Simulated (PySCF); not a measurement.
CH$_{3}$ClFSi: frequency calculation (part 1 of 3)

- system: CH$_{3}$ClFSi, multiplicity 2, SMILES C[Si](F)Cl
- method: HF/SBKJC, UHF, dispersion D3(0), core potentials sbkjc (PySCF 2.14.0)

The geometry was optimised with HF/SBKJC symmetrised. Figures and captions count atoms from 1; the log counts them from 0 in places.

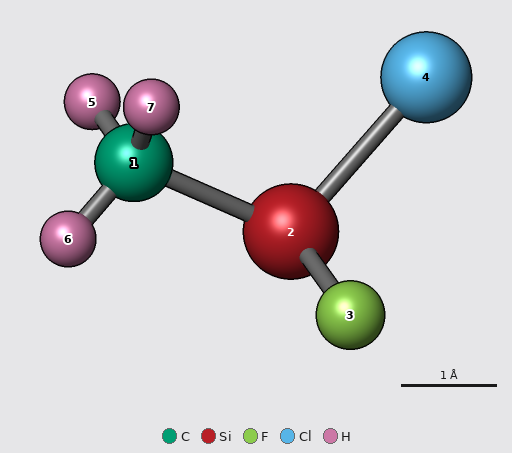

Fig. 1: The structure as given in the input (ball-and-stick view, seen at a tilt; atoms are numbered from 1 in the order of the input).

Input (calc.py):
```python
from pyscf import gto, scf, symm
from pyscf.hessian import thermo

molecule = gto.Mole()
molecule.atom = '''
C       -0.160094       2.061842      -0.106155
Si      -0.253085       0.289705       0.573955
F        1.261920      -0.019449       1.292096
Cl      -0.410478      -1.122540      -1.090745
H       -1.065700       2.319013      -0.648636
H       -0.015387       2.763714       0.712051
H        0.693197       2.126295      -0.780159
'''
molecule.verbose = 4
molecule.spin = 1
molecule.basis = 'sbkjc'
molecule.ecp = {'C': 'sbkjc', 'Si': 'sbkjc', 'F': 'sbkjc', 'Cl': 'sbkjc'}
molecule.charge = 0
molecule.max_memory = 1860
molecule.build()

mf = scf.UHF(molecule)
mf = mf.density_fit(auxbasis='cc-pvdz-jkfit')
mf.disp = 'd3zero'
mf.max_cycle = 100
mf.kernel()

energy = mf.e_tot
print('Final energy', energy)
hess = mf.Hessian().kernel()
modes = thermo.harmonic_analysis(molecule, hess)
thermo.dump_normal_mode(molecule, modes)
symm.geom.TOLERANCE = 1e-3  # for the symmetry number
th = thermo.thermo(mf, modes['freq_au'], 200, 101325)
thermo.dump_thermo(molecule, th)
```

Machine: 1 thread of Arm Neoverse V2, 24 GiB of memory available, shared host.

Run as:
```bash
OMP_NUM_THREADS=1 python calc.py
```

Log:
```
PySCF version 2.14.0

[INPUT] num. atoms = 7
[INPUT] num. electrons = 25
[INPUT] charge = 0
[INPUT] spin (= nelec alpha-beta = 2S) = 1
[INPUT] symmetry False subgroup None
[INPUT] Mole.unit = angstrom
[INPUT] Symbol           X                Y                Z      unit          X                Y                Z       unit  Magmom
[INPUT]  1 C     -0.160094000000   2.061842000000  -0.106155000000 AA   -0.302533814186   3.896316692125  -0.200603876753 Bohr   0.0
[INPUT]  2 Si    -0.253085000000   0.289705000000   0.573955000000 AA   -0.478261336236   0.547463106917   1.084617757825 Bohr   0.0
[INPUT]  3 F      1.261920000000  -0.019449000000   1.292096000000 AA    2.384683191111  -0.036753283397   2.441707566646 Bohr   0.0
[INPUT]  4 Cl    -0.410478000000  -1.122540000000  -1.090745000000 AA   -0.775691000159  -2.121293163869  -2.061209321739 Bohr   0.0
[INPUT]  5 H     -1.065700000000   2.319013000000  -0.648636000000 AA   -2.013881130949   4.382299449306  -1.225744394533 Bohr   0.0
[INPUT]  6 H     -0.015387000000   2.763714000000   0.712051000000 AA   -0.029077215879   5.222662546626   1.345581376723 Bohr   0.0
[INPUT]  7 H      0.693197000000   2.126295000000  -0.780159000000 AA    1.309952480370   4.018115210032  -1.474286843615 Bohr   0.0

nuclear repulsion = 53.4643526449616
number of shells = 22
number of NR pGTOs = 73
number of NR cGTOs = 38
basis = sbkjc
ecp = {'C': 'sbkjc', 'Si': 'sbkjc', 'F': 'sbkjc', 'Cl': 'sbkjc'}

******** <class 'pyscf.df.df_jk.DFUHF'> ********
method = DFUHF
initial guess = minao
damping factor = 0
level_shift factor = 0
DIIS = <class 'pyscf.scf.diis.CDIIS'>
diis_start_cycle = 1
diis_space = 8
diis_damp = 0
SCF conv_tol = 1e-09
SCF conv_tol_grad = None
SCF max_cycles = 100
direct_scf = False
number electrons alpha = 13  beta = 12
Set gradient conv threshold to 3.16228e-05
******** <class 'pyscf.df.df.DF'> ********
auxbasis = cc-pvdz-jkfit
Calc dispersion correction with DFTD3.
Parameters: xc=hf, version=d3zero, atm=False
init E= -46.5790436627512
  alpha nocc = 13  HOMO = -0.0259017679646285  LUMO = 0.164841767708332
  beta  nocc = 12  HOMO = -0.154207119741433  LUMO = -0.0259017679646285

WARN: HOMO -0.0259017679646285 >= LUMO -0.0259017679646285

cycle= 1 E= -49.2566020576576  delta_E= -2.68  |g|= 0.701  |ddm|= 3.33
  alpha nocc = 13  HOMO = -0.39405007087646  LUMO = 0.0612333679679569
  beta  nocc = 12  HOMO = -0.471948131445096  LUMO = -0.106045624935767
  HOMO = -0.394050070876  LUMO = -0.106045624936  gap/eV = 7.83700
cycle= 2 E= -49.4259941645597  delta_E= -0.169  |g|= 0.44  |ddm|= 1.15
  alpha nocc = 13  HOMO = -0.382263840538746  LUMO = 0.110171171954598
  beta  nocc = 12  HOMO = -0.473269894141872  LUMO = -0.0493941488783645
  HOMO = -0.382263840539  LUMO = -0.0493941488784  gap/eV = 9.05785
cycle= 3 E= -49.5036614302765  delta_E= -0.0777  |g|= 0.0415  |ddm|= 0.335
  alpha nocc = 13  HOMO = -0.379217590615538  LUMO = 0.124530313901937
  beta  nocc = 12  HOMO = -0.457990115227768  LUMO = -0.0172805352728025
  HOMO = -0.379217590616  LUMO = -0.0172805352728  gap/eV = 9.84881
cycle= 4 E= -49.5065846167783  delta_E= -0.00292  |g|= 0.016  |ddm|= 0.173
  alpha nocc = 13  HOMO = -0.383978393064426  LUMO = 0.123452392024826
  beta  nocc = 12  HOMO = -0.460344794046804  LUMO = -0.0158920645393599
  HOMO = -0.383978393064  LUMO = -0.0158920645394  gap/eV = 10.01614
cycle= 5 E= -49.5070569218357  delta_E= -0.000472  |g|= 0.00733  |ddm|= 0.0619
  alpha nocc = 13  HOMO = -0.385465749179945  LUMO = 0.123056730308861
  beta  nocc = 12  HOMO = -0.46081364710828  LUMO = -0.0157075764120531
  HOMO = -0.38546574918  LUMO = -0.0157075764121  gap/eV = 10.06163
cycle= 6 E= -49.507183364114  delta_E= -0.000126  |g|= 0.00333  |ddm|= 0.0332
  alpha nocc = 13  HOMO = -0.385232907512221  LUMO = 0.123577393269001
  beta  nocc = 12  HOMO = -0.460229147319716  LUMO = -0.0152368235824742
  HOMO = -0.385232907512  LUMO = -0.0152368235825  gap/eV = 10.06811
cycle= 7 E= -49.5072131215464  delta_E= -2.98e-05  |g|= 0.00126  |ddm|= 0.0148
  alpha nocc = 13  HOMO = -0.385227399738007  LUMO = 0.123650684685732
  beta  nocc = 12  HOMO = -0.460705673334517  LUMO = -0.0152084377549044
  HOMO = -0.385227399738  LUMO = -0.0152084377549  gap/eV = 10.06873
cycle= 8 E= -49.50721704441  delta_E= -3.92e-06  |g|= 0.000432  |ddm|= 0.00531
  alpha nocc = 13  HOMO = -0.385221622037491  LUMO = 0.123643916999694
  beta  nocc = 12  HOMO = -0.460655380284817  LUMO = -0.0153123632416841
  HOMO = -0.385221622037  LUMO = -0.0153123632417  gap/eV = 10.06574
cycle= 9 E= -49.5072174530694  delta_E= -4.09e-07  |g|= 0.000192  |ddm|= 0.00152
  alpha nocc = 13  HOMO = -0.385184287290923  LUMO = 0.123671527415069
  beta  nocc = 12  HOMO = -0.460699838808306  LUMO = -0.0152910704802831
  HOMO = -0.385184287291  LUMO = -0.0152910704803  gap/eV = 10.06531
cycle= 10 E= -49.5072175416051  delta_E= -8.85e-08  |g|= 6.97e-05  |ddm|= 0.000738
  alpha nocc = 13  HOMO = -0.385201255672833  LUMO = 0.123668555901147
  beta  nocc = 12  HOMO = -0.460705575988554  LUMO = -0.0152931906145923
  HOMO = -0.385201255673  LUMO = -0.0152931906146  gap/eV = 10.06571
cycle= 11 E= -49.5072175534982  delta_E= -1.19e-08  |g|= 2.66e-05  |ddm|= 0.000309
  alpha nocc = 13  HOMO = -0.38519881923784  LUMO = 0.123670630367435
  beta  nocc = 12  HOMO = -0.460704927577477  LUMO = -0.0152913925903635
  HOMO = -0.385198819238  LUMO = -0.0152913925904  gap/eV = 10.06569
cycle= 12 E= -49.5072175548021  delta_E= -1.3e-09  |g|= 1.22e-05  |ddm|= 8.92e-05
  alpha nocc = 13  HOMO = -0.38519867857684  LUMO = 0.123670842335969
  beta  nocc = 12  HOMO = -0.460704116298046  LUMO = -0.0152917004759612
  HOMO = -0.385198678577  LUMO = -0.015291700476  gap/eV = 10.06568
cycle= 13 E= -49.5072175550349  delta_E= -2.33e-10  |g|= 4.63e-06  |ddm|= 3.3e-05
  alpha nocc = 13  HOMO = -0.385198894204114  LUMO = 0.12367068344682
  beta  nocc = 12  HOMO = -0.460703964186007  LUMO = -0.0152919316184861
  HOMO = -0.385198894204  LUMO = -0.0152919316185  gap/eV = 10.06568
```

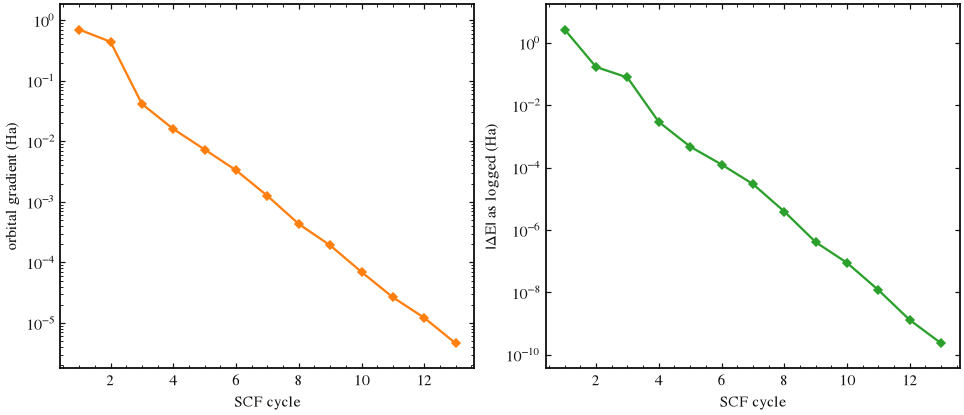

Fig. 2: Convergence of the self-consistent field: orbital gradient and size of the energy change against the SCF cycle. The residual falls at every step.

```
Extra cycle  E= -49.5072175550678  delta_E= -3.29e-11  |g|= 2.97e-06  |ddm|= 8.66e-06
converged SCF energy = -49.5072175550678  <S^2> = 0.753538  2S+1 = 2.0035349
Final energy -49.507217555067804
Calc dispersion correction with DFTD3.
Parameters: xc=hf, version=d3zero, atm=False

WARN: DFTD3 does not support analytical Hessian, using finite difference

WARN: Mole.unit (angstrom) is changed to Bohr

New geometry
   1 C     -0.160088708228   2.061842000000  -0.106155000000 AA   -0.302523814186   3.896316692125  -0.200603876753 Bohr
   2 Si    -0.253085000000   0.289705000000   0.573955000000 AA   -0.478261336236   0.547463106917   1.084617757825 Bohr
   3 F      1.261920000000  -0.019449000000   1.292096000000 AA    2.384683191111  -0.036753283397   2.441707566646 Bohr
   4 Cl    -0.410478000000  -1.122540000000  -1.090745000000 AA   -0.775691000159  -2.121293163869  -2.061209321739 Bohr
   5 H     -1.065700000000   2.319013000000  -0.648636000000 AA   -2.013881130949   4.382299449306  -1.225744394533 Bohr
   6 H     -0.015387000000   2.763714000000   0.712051000000 AA   -0.029077215879   5.222662546626   1.345581376723 Bohr
   7 H      0.693197000000   2.126295000000  -0.780159000000 AA    1.309952480370   4.018115210032  -1.474286843615 Bohr
New geometry
   1 C     -0.160099291772   2.061842000000  -0.106155000000 AA   -0.302543814186   3.896316692125  -0.200603876753 Bohr
   2 Si    -0.253085000000   0.289705000000   0.573955000000 AA   -0.478261336236   0.547463106917   1.084617757825 Bohr
   3 F      1.261920000000  -0.019449000000   1.292096000000 AA    2.384683191111  -0.036753283397   2.441707566646 Bohr
   4 Cl    -0.410478000000  -1.122540000000  -1.090745000000 AA   -0.775691000159  -2.121293163869  -2.061209321739 Bohr
   5 H     -1.065700000000   2.319013000000  -0.648636000000 AA   -2.013881130949   4.382299449306  -1.225744394533 Bohr
   6 H     -0.015387000000   2.763714000000   0.712051000000 AA   -0.029077215879   5.222662546626   1.345581376723 Bohr
   7 H      0.693197000000   2.126295000000  -0.780159000000 AA    1.309952480370   4.018115210032  -1.474286843615 Bohr
New geometry
   1 C     -0.160094000000   2.061847291772  -0.106155000000 AA   -0.302533814186   3.896326692125  -0.200603876753 Bohr
   2 Si    -0.253085000000   0.289705000000   0.573955000000 AA   -0.478261336236   0.547463106917   1.084617757825 Bohr
   3 F      1.261920000000  -0.019449000000   1.292096000000 AA    2.384683191111  -0.036753283397   2.441707566646 Bohr
   4 Cl    -0.410478000000  -1.122540000000  -1.090745000000 AA   -0.775691000159  -2.121293163869  -2.061209321739 Bohr
   5 H     -1.065700000000   2.319013000000  -0.648636000000 AA   -2.013881130949   4.382299449306  -1.225744394533 Bohr
   6 H     -0.015387000000   2.763714000000   0.712051000000 AA   -0.029077215879   5.222662546626   1.345581376723 Bohr
   7 H      0.693197000000   2.126295000000  -0.780159000000 AA    1.309952480370   4.018115210032  -1.474286843615 Bohr
New geometry
   1 C     -0.160094000000   2.061836708228  -0.106155000000 AA   -0.302533814186   3.896306692125  -0.200603876753 Bohr
   2 Si    -0.253085000000   0.289705000000   0.573955000000 AA   -0.478261336236   0.547463106917   1.084617757825 Bohr
   3 F      1.261920000000  -0.019449000000   1.292096000000 AA    2.384683191111  -0.036753283397   2.441707566646 Bohr
   4 Cl    -0.410478000000  -1.122540000000  -1.090745000000 AA   -0.775691000159  -2.121293163869  -2.061209321739 Bohr
   5 H     -1.065700000000   2.319013000000  -0.648636000000 AA   -2.013881130949   4.382299449306  -1.225744394533 Bohr
   6 H     -0.015387000000   2.763714000000   0.712051000000 AA   -0.029077215879   5.222662546626   1.345581376723 Bohr
   7 H      0.693197000000   2.126295000000  -0.780159000000 AA    1.309952480370   4.018115210032  -1.474286843615 Bohr
New geometry
   1 C     -0.160094000000   2.061842000000  -0.106149708228 AA   -0.302533814186   3.896316692125  -0.200593876753 Bohr
   2 Si    -0.253085000000   0.289705000000   0.573955000000 AA   -0.478261336236   0.547463106917   1.084617757825 Bohr
   3 F      1.261920000000  -0.019449000000   1.292096000000 AA    2.384683191111  -0.036753283397   2.441707566646 Bohr
   4 Cl    -0.410478000000  -1.122540000000  -1.090745000000 AA   -0.775691000159  -2.121293163869  -2.061209321739 Bohr
   5 H     -1.065700000000   2.319013000000  -0.648636000000 AA   -2.013881130949   4.382299449306  -1.225744394533 Bohr
   6 H     -0.015387000000   2.763714000000   0.712051000000 AA   -0.029077215879   5.222662546626   1.345581376723 Bohr
   7 H      0.693197000000   2.126295000000  -0.780159000000 AA    1.309952480370   4.018115210032  -1.474286843615 Bohr
New geometry
   1 C     -0.160094000000   2.061842000000  -0.106160291772 AA   -0.302533814186   3.896316692125  -0.200613876753 Bohr
   2 Si    -0.253085000000   0.289705000000   0.573955000000 AA   -0.478261336236   0.547463106917   1.084617757825 Bohr
   3 F      1.261920000000  -0.019449000000   1.292096000000 AA    2.384683191111  -0.036753283397   2.441707566646 Bohr
   4 Cl    -0.410478000000  -1.122540000000  -1.090745000000 AA   -0.775691000159  -2.121293163869  -2.061209321739 Bohr
   5 H     -1.065700000000   2.319013000000  -0.648636000000 AA   -2.013881130949   4.382299449306  -1.225744394533 Bohr
   6 H     -0.015387000000   2.763714000000   0.712051000000 AA   -0.029077215879   5.222662546626   1.345581376723 Bohr
   7 H      0.693197000000   2.126295000000  -0.780159000000 AA    1.309952480370   4.018115210032  -1.474286843615 Bohr
New geometry
   1 C     -0.160094000000   2.061842000000  -0.106155000000 AA   -0.302533814186   3.896316692125  -0.200603876753 Bohr
   2 Si    -0.253079708228   0.289705000000   0.573955000000 AA   -0.478251336236   0.547463106917   1.084617757825 Bohr
   3 F      1.261920000000  -0.019449000000   1.292096000000 AA    2.384683191111  -0.036753283397   2.441707566646 Bohr
   4 Cl    -0.410478000000  -1.122540000000  -1.090745000000 AA   -0.775691000159  -2.121293163869  -2.061209321739 Bohr
   5 H     -1.065700000000   2.319013000000  -0.648636000000 AA   -2.013881130949   4.382299449306  -1.225744394533 Bohr
   6 H     -0.015387000000   2.763714000000   0.712051000000 AA   -0.029077215879   5.222662546626   1.345581376723 Bohr
   7 H      0.693197000000   2.126295000000  -0.780159000000 AA    1.309952480370   4.018115210032  -1.474286843615 Bohr
New geometry
   1 C     -0.160094000000   2.061842000000  -0.106155000000 AA   -0.302533814186   3.896316692125  -0.200603876753 Bohr
   2 Si    -0.253090291772   0.289705000000   0.573955000000 AA   -0.478271336236   0.547463106917   1.084617757825 Bohr
   3 F      1.261920000000  -0.019449000000   1.292096000000 AA    2.384683191111  -0.036753283397   2.441707566646 Bohr
   4 Cl    -0.410478000000  -1.122540000000  -1.090745000000 AA   -0.775691000159  -2.121293163869  -2.061209321739 Bohr
   5 H     -1.065700000000   2.319013000000  -0.648636000000 AA   -2.013881130949   4.382299449306  -1.225744394533 Bohr
   6 H     -0.015387000000   2.763714000000   0.712051000000 AA   -0.029077215879   5.222662546626   1.345581376723 Bohr
   7 H      0.693197000000   2.126295000000  -0.780159000000 AA    1.309952480370   4.018115210032  -1.474286843615 Bohr
New geometry
   1 C     -0.160094000000   2.061842000000  -0.106155000000 AA   -0.302533814186   3.896316692125  -0.200603876753 Bohr
   2 Si    -0.253085000000   0.289710291772   0.573955000000 AA   -0.478261336236   0.547473106917   1.084617757825 Bohr
   3 F      1.261920000000  -0.019449000000   1.292096000000 AA    2.384683191111  -0.036753283397   2.441707566646 Bohr
   4 Cl    -0.410478000000  -1.122540000000  -1.090745000000 AA   -0.775691000159  -2.121293163869  -2.061209321739 Bohr
   5 H     -1.065700000000   2.319013000000  -0.648636000000 AA   -2.013881130949   4.382299449306  -1.225744394533 Bohr
   6 H     -0.015387000000   2.763714000000   0.712051000000 AA   -0.029077215879   5.222662546626   1.345581376723 Bohr
   7 H      0.693197000000   2.126295000000  -0.780159000000 AA    1.309952480370   4.018115210032  -1.474286843615 Bohr
New geometry
   1 C     -0.160094000000   2.061842000000  -0.106155000000 AA   -0.302533814186   3.896316692125  -0.200603876753 Bohr
   2 Si    -0.253085000000   0.289699708228   0.573955000000 AA   -0.478261336236   0.547453106917   1.084617757825 Bohr
   3 F      1.261920000000  -0.019449000000   1.292096000000 AA    2.384683191111  -0.036753283397   2.441707566646 Bohr
   4 Cl    -0.410478000000  -1.122540000000  -1.090745000000 AA   -0.775691000159  -2.121293163869  -2.061209321739 Bohr
   5 H     -1.065700000000   2.319013000000  -0.648636000000 AA   -2.013881130949   4.382299449306  -1.225744394533 Bohr
   6 H     -0.015387000000   2.763714000000   0.712051000000 AA   -0.029077215879   5.222662546626   1.345581376723 Bohr
   7 H      0.693197000000   2.126295000000  -0.780159000000 AA    1.309952480370   4.018115210032  -1.474286843615 Bohr
New geometry
   1 C     -0.160094000000   2.061842000000  -0.106155000000 AA   -0.302533814186   3.896316692125  -0.200603876753 Bohr
   2 Si    -0.253085000000   0.289705000000   0.573960291772 AA   -0.478261336236   0.547463106917   1.084627757825 Bohr
   3 F      1.261920000000  -0.019449000000   1.292096000000 AA    2.384683191111  -0.036753283397   2.441707566646 Bohr
   4 Cl    -0.410478000000  -1.122540000000  -1.090745000000 AA   -0.775691000159  -2.121293163869  -2.061209321739 Bohr
   5 H     -1.065700000000   2.319013000000  -0.648636000000 AA   -2.013881130949   4.382299449306  -1.225744394533 Bohr
   6 H     -0.015387000000   2.763714000000   0.712051000000 AA   -0.029077215879   5.222662546626   1.345581376723 Bohr
   7 H      0.693197000000   2.126295000000  -0.780159000000 AA    1.309952480370   4.018115210032  -1.474286843615 Bohr
New geometry
   1 C     -0.160094000000   2.061842000000  -0.106155000000 AA   -0.302533814186   3.896316692125  -0.200603876753 Bohr
   2 Si    -0.253085000000   0.289705000000   0.573949708228 AA   -0.478261336236   0.547463106917   1.084607757825 Bohr
   3 F      1.261920000000  -0.019449000000   1.292096000000 AA    2.384683191111  -0.036753283397   2.441707566646 Bohr
   4 Cl    -0.410478000000  -1.122540000000  -1.090745000000 AA   -0.775691000159  -2.121293163869  -2.061209321739 Bohr
```
